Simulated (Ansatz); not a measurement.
The calculation's input:

```
crystal:
  lattice:
    - [-1.9253741261, 1.9253741261, 4.3008357102]
    - [1.9253741261, -1.9253741261, 4.3008357102]
    - [1.9253741261, 1.9253741261, -4.3008357102]
  atoms:
    - { symbol: Mg, position: [0.5, 0.5, 0.0] }
    - { symbol: Mg, position: [0.25, 0.75, 0.5] }
    - { symbol: Mg, position: [0.75, 0.25, 0.5] }
    - { symbol: O, position: [0.0, 0.0, 0.0] }
basis:
  ecutwfc: 420
kpoints:
  mp_grid: { grid: [16, 16, 16] }
hamiltonian:
  xc: pbe
scf:
  occupations: { method: gaussian, width: 0.1 }
output:
  forces: true
  stress: true
  eigenvalues: true
  write_density: true
  write_potential: true
  elf: true
  volumetric_format: npy
relax:
  adjacent_minimum: "off"
  f_tol: 0.01
  max_steps: 80
  cell: { stress_tol: 0.05 }
```

Command:

```sh
ansatz run input.yaml --threads 1 --pin off --max-ram 2560MiB --backend cpu --events-out ev --progress --plain --runs-dir out
```

Below, planes, directions and counts refer to the conventional cell (a = 3.70 Å, b = 3.70 Å, c = 9.82 Å, α = 90.00°, β = 90.00°, γ = 90.00°).

The fields are those of the relaxed geometry.

Space group I4/mmm; started from the TiAl3 (D0_22)_139 prototype, which need not be the ambient phase.

All numbers below come from DFT PBE, scalar-relativistic, plane waves, PAW in Ansatz 0.2.0.

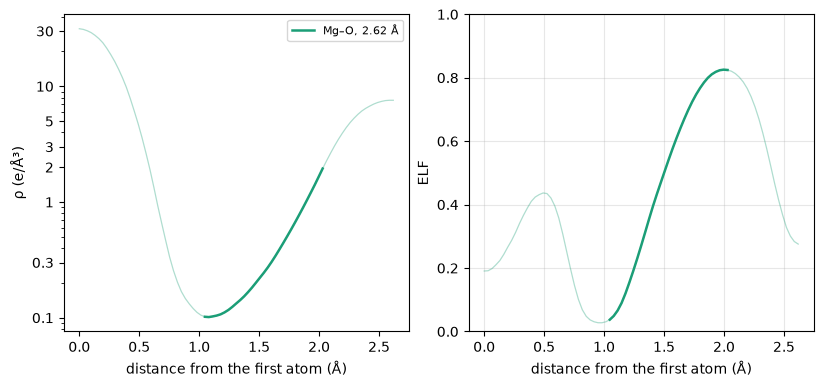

Mg₃O. Valence charge density (pseudo) and ELF along straight lines between neighbouring atoms. Thin, pale parts lie inside the atomic spheres.

In a PAW calculation such maps are meaningful between the atoms, not at the nuclei.

Question: What can be read from the curves?

Answer: Mg–O (2.62 Å): ρ at the midpoint is about 0.13 e/Å³, with its minimum of 0.1 e/Å³ about 1.1 Å from Mg; the ELF is about 0.25 at the midpoint (no localised pair shows between them).
